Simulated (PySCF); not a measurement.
**P2H2 (phosphanylidenephosphane): M06-2X/STO-3G**

What is the energy change on altering one bond length of P2H2 (phosphanylidenephosphane) at M06-2X/STO-3G? The job is set up through a Python script.

The calculation is run with PySCF 2.14.0.

8 further runs of the same task are left out: 8 set aside as unsound or not needed.

### 1 The structure to begin with

P2H2 has 4 atoms, charge 0, and is taken as a singlet. As SMILES, `[H]/P=P/[H]`. The coordinates come from a GFN2-xTB relaxation.

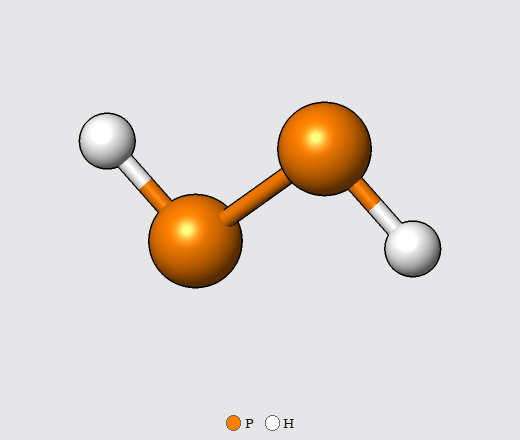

Viewed from a chosen angle; phosphorus orange, hydrogen white.

### 2 The energy at M06-2X/STO-3G

File run.py:

```python
from pyscf import gto, dft

mol = gto.M(
    atom='''
P     -0.024370    -1.003630     0.088350
P      0.024420     1.003540    -0.088260
H      1.037260    -1.067570     1.003320
H     -1.037310     1.067660    -1.003410
''',
    verbose=3,
    spin=0,
    max_memory=1860,
    basis='sto-3g',
    charge=0,
)

mf = dft.RKS(mol, xc='m06-2x')
mf.conv_tol = 1e-10
mf.grids.level = 5
mf.kernel()
if not mf.converged:
    mf = mf.newton().run(mf.mo_coeff, mf.mo_occ)

e_tot = mf.e_tot
print(f'total energy: {e_tot:.8f} hartree')
```

On the command line:

```console
$ OMP_NUM_THREADS=1 python run.py
```

Standard output:

```text
converged SCF energy = -676.137571060833
total energy: -676.13757106 hartree
```

Wall time 1.6 s (1 thread of AMD EPYC 9R45 (Zen 5), shared host); peak memory 0.2 GiB.

### 3 The distorted shape, same level

File run.py:

```python
from pyscf import gto, dft

mol = gto.M(
    atom='''
P   -0.236726  -0.990840  -0.094670
P   -0.187936   1.016330  -0.271280
H    1.037260  -1.067570   1.003320
H   -1.249666   1.080450  -1.186430
''',
    max_memory=1860,
    basis='sto-3g',
    verbose=4,
    charge=0,
)

ks = dft.RKS(mol)
ks.xc = 'm06-2x'
ks.conv_tol = 1e-10
ks.grids.level = 5
ks.kernel()
if not ks.converged:
    ks = ks.newton().run(ks.mo_coeff, ks.mo_occ)

e_tot = ks.e_tot
print('Final energy', e_tot)
```

On the command line:

```console
$ OMP_NUM_THREADS=1 python run.py
```

Standard output:

```text
PySCF version 2.14.0

[INPUT] num. atoms = 4
[INPUT] num. electrons = 32
[INPUT] charge = 0
[INPUT] spin (= nelec alpha-beta = 2S) = 0
[INPUT] symmetry False subgroup None
[INPUT] Mole.unit = angstrom
[INPUT] Symbol           X                Y                Z      unit          X                Y                Z       unit  Magmom
[INPUT]  1 P     -0.236726000000  -0.990840000000  -0.094670000000 AA   -0.447347306564  -1.872416233264  -0.178900372213 Bohr   0.0
[INPUT]  2 P     -0.187936000000   1.016330000000  -0.271280000000 AA   -0.355147568946   1.920585352179  -0.512644903072 Bohr   0.0
[INPUT]  3 H      1.037260000000  -1.067570000000   1.003320000000 AA    1.960137319966  -2.017414918802   1.896000015299 Bohr   0.0
[INPUT]  4 H     -1.249666000000   1.080450000000  -1.186430000000 AA   -2.361526487181   2.041754591286  -2.242027765968 Bohr   0.0

nuclear repulsion = 75.6001003372509
number of shells = 12
number of NR pGTOs = 60
number of NR cGTOs = 20
basis = sto-3g
ecp = {}

******** <class 'pyscf.dft.rks.RKS'> ********
method = RKS
initial guess = minao
damping factor = 0
level_shift factor = 0
DIIS = <class 'pyscf.scf.diis.CDIIS'>
diis_start_cycle = 1
diis_space = 8
diis_damp = 0
SCF conv_tol = 1e-10
SCF conv_tol_grad = None
SCF max_cycles = 50
direct_scf = True
direct_scf_tol = 1e-13
XC library pyscf.dft.libxc version 7.0.0
    S. Lehtola, C. Steigemann, M. J.T. Oliveira, and M. A.L. Marques.,  SoftwareX 7, 1–5 (2018)
XC functionals = m06-2x
    Y. Zhao and D. G. Truhlar.,  Theor. Chem. Acc. 120, 215 (2008)
    Y. Zhao and D. G. Truhlar.,  Theor. Chem. Acc. 120, 215 (2008)
radial grids:
    Treutler-Ahlrichs [JCP 102, 346 (1995); DOI:10.1063/1.469408] (M4) radial grids

becke partition: Becke, JCP 88, 2547 (1988); DOI:10.1063/1.454033
pruning grids: <function nwchem_prune>
grids dens level: 5
symmetrized grids: False
atomic radii adjust function: <function treutler_atomic_radii_adjust>
small_rho_cutoff = 0
Set gradient conv threshold to 1e-05
Initial guess from minao.
tot grids = 134256
init E= -675.666818560904
  HOMO = -0.228891974103408  LUMO = -0.0587933559217421  gap/eV = 4.62862
cycle= 1 E= -676.107159574182  delta_E= -0.44  |g|= 0.0748  |ddm|= 2.61
  HOMO = -0.1744280321317  LUMO = 0.0880020976965826  gap/eV = 7.14109
cycle= 2 E= -676.109215230115  delta_E= -0.00206  |g|= 0.0418  |ddm|= 0.215
  HOMO = -0.179219777530006  LUMO = 0.0835211635621177  gap/eV = 7.14955
cycle= 3 E= -676.109384128131  delta_E= -0.000169  |g|= 0.0365  |ddm|= 0.133
  HOMO = -0.180613343830878  LUMO = 0.0822288853752136  gap/eV = 7.15230
cycle= 4 E= -676.109963648995  delta_E= -0.00058  |g|= 0.00273  |ddm|= 0.0669
  HOMO = -0.180059822853214  LUMO = 0.0831535740620353  gap/eV = 7.16240
cycle= 5 E= -676.109967279395  delta_E= -3.63e-06  |g|= 0.000328  |ddm|= 0.00517
  HOMO = -0.18011654372094  LUMO = 0.0830938185608833  gap/eV = 7.16232
cycle= 6 E= -676.109967353391  delta_E= -7.4e-08  |g|= 7.18e-05  |ddm|= 0.00107
  HOMO = -0.180116454066941  LUMO = 0.0830962273438142  gap/eV = 7.16238
cycle= 7 E= -676.109967357317  delta_E= -3.93e-09  |g|= 2.34e-05  |ddm|= 0.000225
  HOMO = -0.180116129651869  LUMO = 0.0830959418023108  gap/eV = 7.16237
cycle= 8 E= -676.109967357627  delta_E= -3.09e-10  |g|= 3.83e-06  |ddm|= 6.35e-05
  HOMO = -0.180116195100136  LUMO = 0.0830959628640212  gap/eV = 7.16237
cycle= 9 E= -676.109967357635  delta_E= -8.3e-12  |g|= 3.14e-07  |ddm|= 1.22e-05
  HOMO = -0.180116189159472  LUMO = 0.083095956441697  gap/eV = 7.16237
Extra cycle  E= -676.109967357635  delta_E=    0  |g|= 3.79e-07  |ddm|= 1.29e-06
converged SCF energy = -676.109967357635
Final energy -676.1099673576349
```

It took 1.7 s on 1 thread of AMD EPYC 9R45 (Zen 5), shared host; peak memory 0.2 GiB.

### 4 Results

At M06-2X/STO-3G:

| quantity | value |
| --- | --- |
| first shape: total energy | -676.13757 Eh |
| first shape: dipole moment | 0.00 D |
| first shape: HOMO energy | -4.87 eV |
| first shape: LUMO energy | 2.29 eV |
| first shape: HOMO–LUMO gap | 7.17 eV |
| distorted shape: total energy | -676.10997 Eh |
| distorted shape: dipole moment | 0.40 D |
| distorted shape: HOMO energy | -4.90 eV |
| distorted shape: LUMO energy | 2.26 eV |
| distorted shape: HOMO–LUMO gap | 7.16 eV |
| energy change with the P1–H3 bond stretched from 1.403 to 1.684 Å | 0.751 eV |

**Reading.** With the P1–H3 bond stretched from 1.403 to 1.684 Å the energy rises by 0.75 eV (72.5 kJ/mol). The first shape isn't relaxed at this level, so the change isn't measured from a minimum. The minimal basis adds a large error of its own. Mulliken charges (distorted shape) run from -0.12 on H3 to +0.12 on P1.
